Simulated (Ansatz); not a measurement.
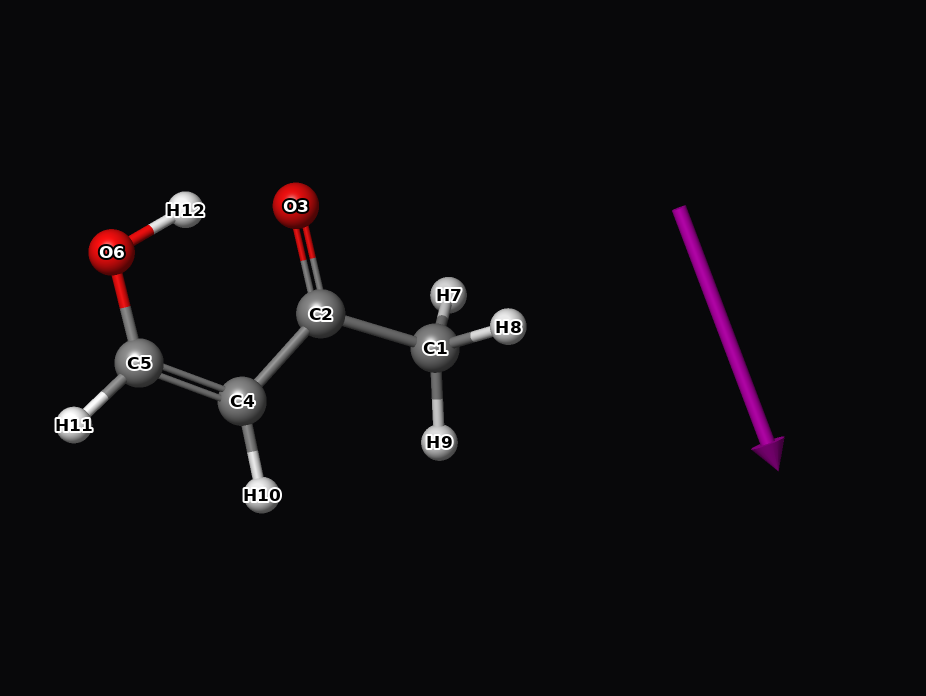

The arrow beside the molecule shows the direction of the dipole moment, from the negative to the positive end (its length means nothing). The geometry was computed by an optimisation with PBE-D4/def2-SVP. No frequency run is at hand to confirm it as a minimum. Level of theory: RKS PBE-D4/def2-SVP (Ansatz 0.2.0).

### How large is the dipole moment?

2.51 D; it points from the side of O6, H12 to the side of H9 (the outermost atoms at the two ends).
